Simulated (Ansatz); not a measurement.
# F$_{3}$H$_{2}$NZr: what the fields show

Input file:

```
crystal:
  periodic: [false, false, false]
  atoms:
    - {symbol: F, position_ang: [1.632056, -1.433459, 0.672611]}
    - {symbol: F, position_ang: [-0.935361, -1.652754, -1.249308]}
    - {symbol: F, position_ang: [1.365923, 0.398586, -1.772138]}
    - {symbol: N, position_ang: [-0.616996, 0.803260, 0.707558]}
    - {symbol: Zr, position_ang: [0.369173, -0.529507, -0.433417]}
    - {symbol: H, position_ang: [-1.607623, 1.029792, 0.637616]}
    - {symbol: H, position_ang: [-0.207172, 1.384092, 1.437077]}
basis:
  gaussian:
    orbitals: def2-TZVPD
output:
  forces: true
  orbitals: {seedname: orbitals}
hamiltonian:
  xc: pbe0
```

Launched as:

```sh
ansatz run input.yaml --threads 2 --pin off --max-ram 5220MiB --events-out events.jsonl --progress --plain --runs-dir runs
```

Geometry: PBE0-D4/def2-SVP; core potentials replace the inner electrons of Zr.

Computed with isolated molecule in a Gaussian basis; Kohn-Sham density functional theory, functional PBE0 in Ansatz.

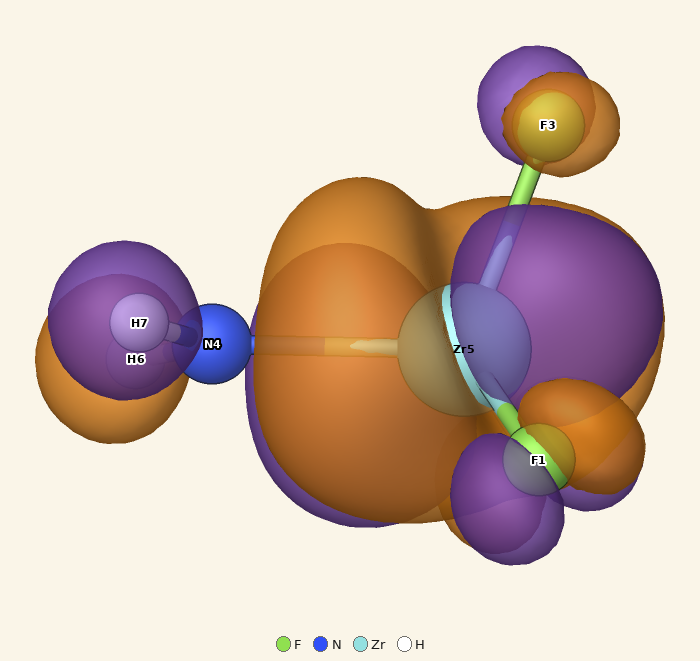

Figure 1. The LUMO at ±0.08 Å⁻³ᐟ² (orange and purple are the two phases), seen from one side.

**Describe this orbital and give its energy.**

Its weight (Hirshfeld) is mainly on Zr5 (about 75 %) and F2 (about 5 %). Its energy is −1.10 eV.

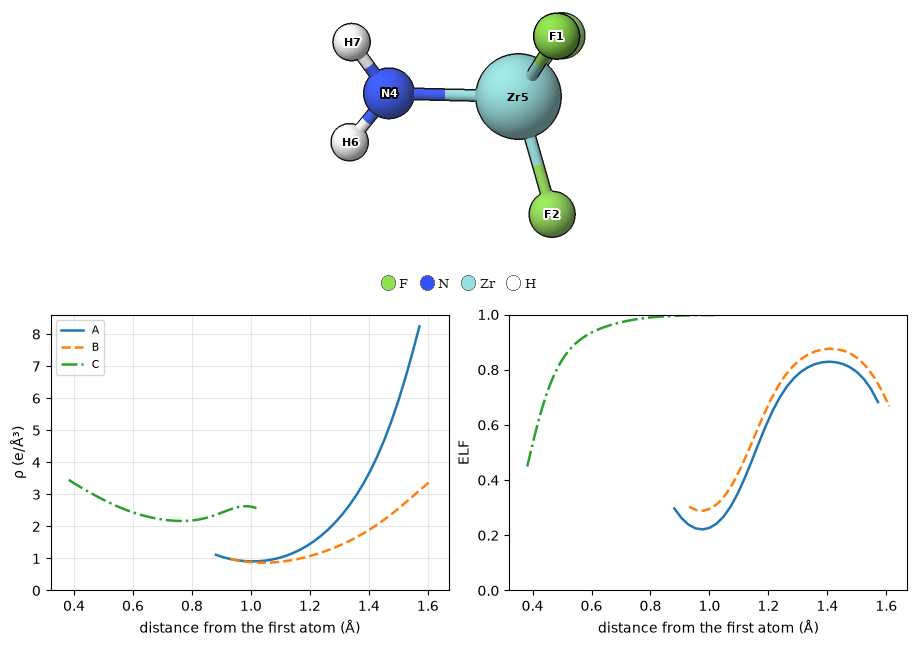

Figure 2. Electron density and electron localisation function along straight lines between neighbouring atoms. The curves leave out the atomic cores. The structure is drawn too.

**Which curve belongs to which contact (N–H, Zr–F and Zr–N)? The first atom named is at distance zero.**

Curve A: Zr–F (1.91 Å): the density is about 0.94 e/Å³ at the midpoint; the ELF peaks at about 0.85 in the valence shell of F, 0.5 Å from its nucleus, and drops to about 0.20 between the two atoms. Curve B: Zr–N (2.01 Å): ρ is about 0.88 e/Å³ halfway; the ELF peaks at about 0.90 in the valence shell of N, 0.6 Å from its nucleus, and drops to about 0.30 between the two atoms. Curve C: N–H (1.02 Å): the density is about 2.8 e/Å³ at the midpoint; the ELF climbs to about 1 towards the hydrogen, as it does in any bond to H: a covalent bond by its length.

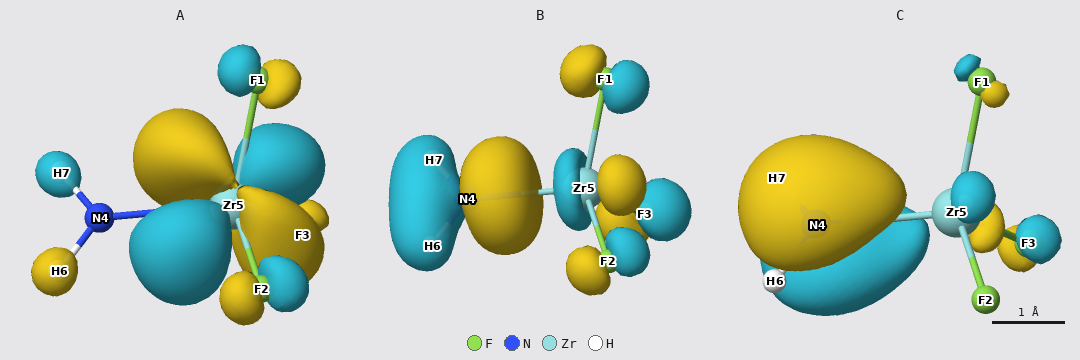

Figure 3. Three frontier orbitals at ±0.15 Å⁻³ᐟ² (yellow and cyan are the two phases), in no order.

**Which picture is the HOMO−1, the HOMO and the LUMO?**

B is the HOMO−1 (−11.12 eV). By Hirshfeld shares it lies mainly on N4 (about 45 %), Zr5 (about 15 %), F3 (about 10 %) and F1 (about 5 %). C is the HOMO (−8.23 eV). It lies mainly on N4 (about 70 %) and Zr5 (about 15 %); largely a lone pair of N4. A is the LUMO (−1.10 eV). It lies mainly on Zr5 (about 75 %) and F2 (about 5 %).

**What is the HOMO–LUMO gap?**

7.13 eV between the orbital energies.
